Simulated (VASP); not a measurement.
Band structure of Fe2Si (space group P-3m1). Level of theory: r2SCAN meta-GGA, VASP's PBE PAW potentials (set 64) (plane waves; VASP).

The run has a spin-polarised start.

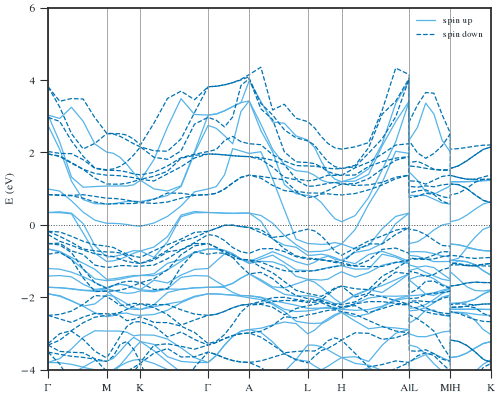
Fig. 1. Bands along high-symmetry lines, zero at the valence-band maximum or, without a gap, the Fermi level

Task: Read the plot: is there a gap, and where are the band edges?

Result: It has no gap at this level: it comes out as a metal or semimetal.

The structure comes from a computed database's Fe2Si entry (P-3m1); how it stands against other phases isn't given here. It was relaxed first.
